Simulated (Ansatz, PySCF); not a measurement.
H2O (SMILES O) and CH2O (SMILES C=O) are pulled apart as rigid monomers along the line of their centres of mass, from the B3LYP-D3(BJ)/def2-TZVP minimum. Starting geometry (charge 0, multiplicity 1):
```xyz
7

O     -0.15034     0.43763    -0.11458
H      0.49207     0.16848    -0.77930
H     -0.52355    -0.38205     0.22991
C     -0.00201     0.57211     2.69855
O     -0.40590    -0.54843     2.85926
H      1.07750     0.81204     2.69975
H     -0.68409     1.42763     2.54715
```

Interaction energies with rigid monomers; basis-set methods are counterpoise corrected unless marked otherwise.

Cores are frozen in the correlated methods.

Codes used: Ansatz (Gaussian basis) for Hartree–Fock, density functionals and correlated methods; PySCF for the dispersion terms. Values without a source in brackets are computed.

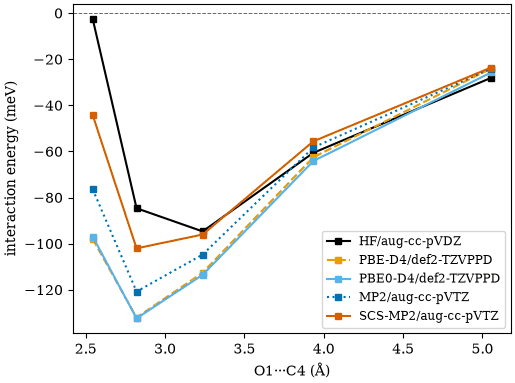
*Interaction energy against separation*

Task: Which level binds most strongly at O1···C4 = 2.82, and by how much?

Result: PBE0-D4/def2-TZVPPD, -132 meV.

Ansatz is a program for electronic structure.
